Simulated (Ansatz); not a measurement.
```xyz
8

Ge   -0.3126    0.2868   -0.2114
O    -0.1833   -0.5585    1.3530
H    -0.9246   -0.5089    1.9378
H     1.0252    0.0366   -0.8979
H    -0.5518    1.7782    0.0484
H    -1.4819   -0.3080   -1.0038
Cl    2.2459   -2.3949    2.4825
H     1.2838   -1.6628    2.0491
```

Level of theory: Ansatz 0.2.0, RHF/def2-SVP.

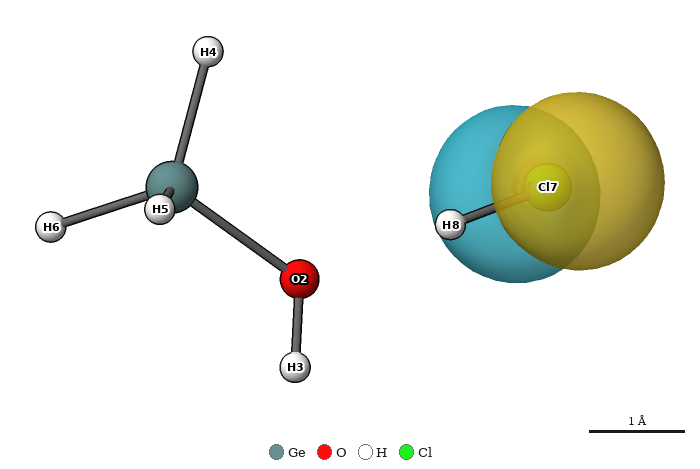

GeH4O···HCl. The HOMO at ±0.2 Å⁻³ᐟ² (yellow and cyan are the two phases), seen at a tilt.

**What is the character of this orbital?**

Its weight (Hirshfeld) is mainly on Cl7 (about 95 %); largely a lone pair of Cl7. Its energy is −11.79 eV.
